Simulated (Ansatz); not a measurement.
Process, species as SMILES: [SiH3][SiH] (SiH-SiH3) (closed-shell singlet) → 4 H atom + 2 Si atom
B3LYP-D3(BJ)/def2-TZVP geometries, fixed; electronic energies without zero-point terms.

Basis-set convergence of the atomisation energy at PBE with Ansatz (a program for electronic structure). Cartesian d functions, on some or all atoms, in 6-31+G*, 6-311G**; all else is spherical. The program fits the integrals of some runs and decomposes those of others, by size. Open shells are unrestricted. No added dispersion term, no relativity. Functions are those of the species that has most. Reference: the value in aug-pcseg-3, 356.84 kcal/mol, itself unsure by roughly 0.27 kcal/mol (its mean distance from aug-cc-pV(Q+d)Z, cc-pV(5+d)Z, def2-QZVPPD). Deviations are taken from unrounded values. Cost is core time over that of aug-pcseg-3, rough, on shared machines of one kind; a dash marks a row that isn't timed (too short, read off another run, short of memory, by another algorithm or on other hardware).

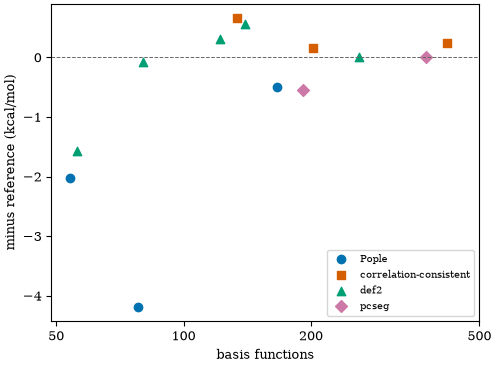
Figure. Deviation from the reference against the number of basis functions, by family of sets.

```tsv
basis	functions	atomisation energy (kcal/mol)	minus reference (kcal/mol)	cost
6-31+G*	54	354.83	-2.02	-
def2-SVP	56	355.27	-1.57	-
6-311G**	78	352.66	-4.18	-
def2-SVPD	80	356.77	-0.08	-
def2-TZVPD	122	357.15	0.30	-
cc-pV(T+d)Z	134	357.50	0.66	-
def2-TZVPP	140	357.41	0.57	-
6-311++G(3df,3pd)	166	356.35	-0.50	-
aug-pcseg-2	192	356.29	-0.55	0.7×
aug-cc-pV(T+d)Z	202	357.00	0.16	0.7×
def2-QZVPP	260	356.85	0.01	0.6×
aug-pcseg-3	374	356.84	0.00	1×
cc-pV(5+d)Z	420	357.08	0.24	5×
```
